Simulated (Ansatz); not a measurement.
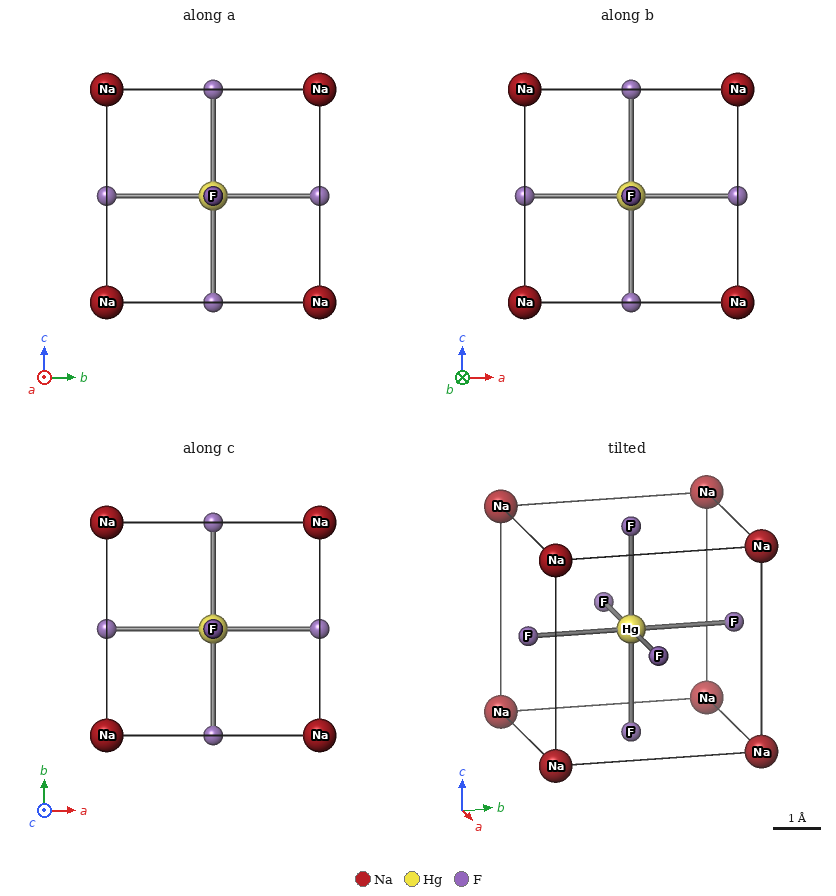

We look at a ball-and-stick model of the crystal along the a axis, along the b axis, along the c axis and slightly off an axis. The conventional unit cell is drawn as a box.

Lattice parameters: a = 4.5611 Å, b = 4.5611 Å, c = 4.5611 Å, α = 90.000°, β = 90.000°, γ = 90.000°.

Question: Put the structure into a CIF with its space group and independent sites.

Answer:
```cif
data_structure
_symmetry_space_group_name_H-M 'P m -3 m'
_symmetry_Int_Tables_number 221
_cell_length_a 4.5611
_cell_length_b 4.5611
_cell_length_c 4.5611
_cell_angle_alpha 90.000
_cell_angle_beta 90.000
_cell_angle_gamma 90.000
_cell_volume 94.89
loop_
_atom_site_label
_atom_site_type_symbol
_atom_site_symmetry_multiplicity
_atom_site_Wyckoff_symbol
_atom_site_fract_x
_atom_site_fract_y
_atom_site_fract_z
_atom_site_occupancy
Na1 Na 1 a 0.0000 0.0000 0.0000 1
Hg1 Hg 1 b 0.5000 0.5000 0.5000 1
F1 F 3 c 0.0000 0.5000 0.5000 1
```

Origin of the cell: a structure type filled with these elements by a generator (whether the compound takes this form wasn't checked). The picture shows the end point of a geometry optimisation with DFT PBE, scalar-relativistic, plane waves, PAW in Ansatz.
